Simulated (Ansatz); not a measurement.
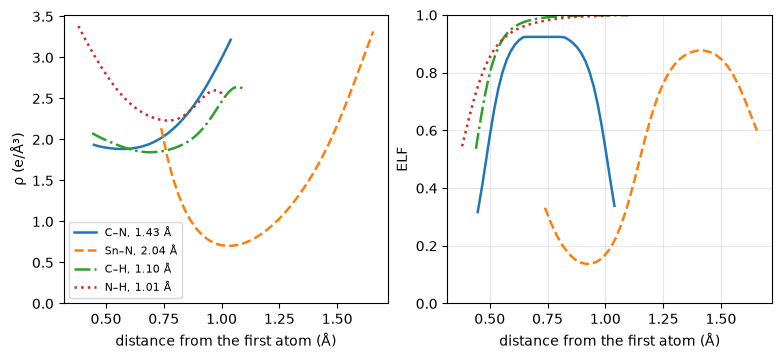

*C2H8N2Sn. Electron density and ELF along straight lines between neighbouring atoms. The curves leave out the atomic cores.*

Geometry: PBE0-D4/def2-SVP; core potentials replace the inner electrons of Sn.

Theory: Ansatz, isolated molecule in a Gaussian basis; Kohn-Sham density functional theory, functional PBE0.

```xyz
13

C    -0.7225   -1.5726    0.3305
C     0.9897   -0.7050   -1.1102
N    -0.3157   -0.5131   -0.5499
N    -0.2231    2.2042   -1.9045
Sn   -1.5636    1.0986   -0.8401
H    -0.0561   -1.6744    1.2126
H    -1.7418   -1.3969    0.7147
H    -0.7275   -2.5594   -0.1773
H     1.1925    0.0267   -1.9065
H     1.8011   -0.6205   -0.3566
H     1.0883   -1.7107   -1.5682
H    -0.4702    3.1068   -2.2962
H     0.7723    2.0309   -2.0005
```

### What can be read from the curves?

C–N (1.43 Å): ρ is about 2 e/Å³ halfway; the ELF peaks at about 0.90 between the atoms, as expected for a shared electron pair.
Sn–N (2.04 Å): ρ at the midpoint is about 0.7 e/Å³; the ELF peaks at about 0.90 in the valence shell of N, 0.6 Å from its nucleus, and drops to about 0.15 between the two atoms.
C–H (1.10 Å): ρ at the midpoint is about 1.9 e/Å³; the ELF climbs to about 1 towards the hydrogen, as it does in any bond to H: an ordinary covalent bond to hydrogen.
N–H (1.01 Å): ρ at the midpoint is about 2.8 e/Å³; the ELF climbs to about 1 towards the hydrogen: a covalent bond by its length.
